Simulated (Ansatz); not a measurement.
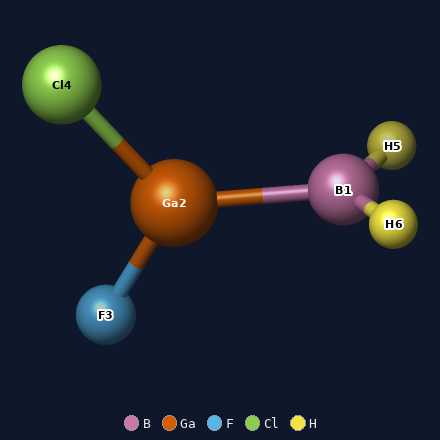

The system is BClFGaH2, SMILES [BH2][Ga]([F])[Cl]; the picture shows the reference structure. Coordinates scanned: (1) angle Cl4–Ga2–B1; (2) angle H5–B1–H6. Nothing is relaxed (all other coordinates rigid). Grid: 15 × 15 points. Points are written as (first, second). Energies are in kcal/mol, from the relaxed molecule at the same level. All numbers below come from Ansatz 0.2.0, RKS PBE0-D4/def2-TZVP.

Its coordinates:

```yaml
atoms:
  - { symbol: B, position_ang: [-0.0270, 0.9625, -0.7177] }
  - { symbol: Ga, position_ang: [0.0604, -0.7419, 0.4570] }
  - { symbol: F, position_ang: [0.7841, -2.2448, -0.0815] }
  - { symbol: Cl, position_ang: [-0.7036, -0.9044, 2.4494] }
  - { symbol: H, position_ang: [-0.9649, 1.1606, -1.4267] }
  - { symbol: H, position_ang: [0.8511, 1.7681, -0.6805] }
```

Range: angle Cl4–Ga2–B1 from 100.1 to 150.1°; angle H5–B1–H6 from 94.1 to 144.1°.

Q: What landscape does the calculation give?

A: The lowest grid point is at (125.1°, 119.1°), 0.0 kcal/mol from the relaxed molecule at the same level. It is the only kind of minimum in the scanned range. The highest grid point, (150.1°, 94.1°), lies 19.4 kcal/mol above the lowest. Round the minimum the contours are nearly round: the two directions are equally stiff and uncoupled.

```tsv
angle H5–B1–H6 ↓, angle Cl4–Ga2–B1 →	100.1	103.7	107.3	110.8	114.4	118.0	121.5	125.1	128.7	132.3	135.8	139.4	143.0	146.5	150.1
144.1	15.7	13.9	12.3	11.0	9.9	9.1	8.6	8.4	8.6	9.1	9.9	11.2	13.0	15.4	18.4
140.5	13.6	11.7	10.1	8.8	7.7	6.9	6.4	6.2	6.3	6.8	7.7	9.0	10.8	13.1	16.2
136.9	11.7	9.8	8.2	6.9	5.8	5.0	4.5	4.3	4.4	4.9	5.8	7.1	8.9	11.3	14.4
133.3	10.2	8.3	6.7	5.3	4.2	3.4	2.9	2.7	2.9	3.4	4.3	5.6	7.4	9.8	12.9
129.8	9.0	7.1	5.5	4.2	3.1	2.2	1.7	1.6	1.7	2.2	3.1	4.4	6.3	8.7	11.8
126.2	8.2	6.3	4.6	3.3	2.2	1.4	0.9	0.7	0.8	1.4	2.3	3.6	5.5	7.9	11.0
122.6	7.7	5.7	4.1	2.7	1.6	0.8	0.3	0.2	0.3	0.9	1.8	3.1	5.0	7.4	10.6
119.1	7.5	5.6	3.9	2.5	1.4	0.6	0.2	0.0	0.2	0.7	1.6	3.0	4.9	7.3	10.5
115.5	7.6	5.7	4.0	2.7	1.6	0.8	0.3	0.2	0.4	0.9	1.8	3.2	5.1	7.6	10.7
111.9	8.1	6.2	4.5	3.2	2.1	1.3	0.8	0.7	0.9	1.5	2.4	3.8	5.7	8.1	11.3
108.3	8.9	7.0	5.3	4.0	2.9	2.1	1.7	1.6	1.8	2.3	3.3	4.7	6.6	9.1	12.3
104.8	10.1	8.1	6.5	5.1	4.1	3.3	2.9	2.7	2.9	3.5	4.5	5.9	7.9	10.3	13.5
101.2	11.6	9.6	8.0	6.7	5.6	4.8	4.4	4.3	4.5	5.1	6.1	7.5	9.5	12.0	15.2
97.6	13.4	11.5	9.8	8.5	7.5	6.7	6.3	6.2	6.4	7.0	8.0	9.5	11.5	13.9	17.2
94.1	15.5	13.6	12.0	10.7	9.6	8.9	8.5	8.4	8.6	9.3	10.3	11.7	13.7	16.2	19.4
```

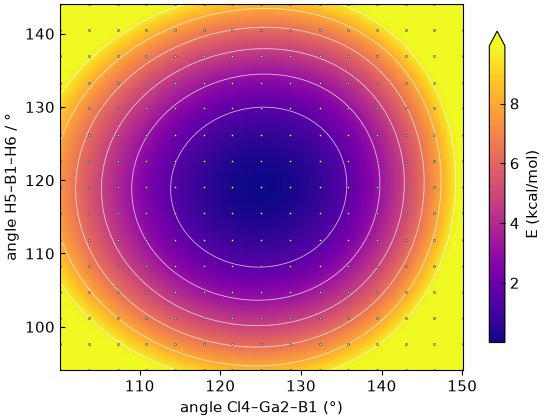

The picture shows a smooth colour map with a few white contour lines, dots at the grid points, one colour for all values above the top of the scale. Between grid points the surface is interpolated.

The whole map (225 points run) took 28 min on 1 thread of Arm Neoverse V2, with other jobs on the host.
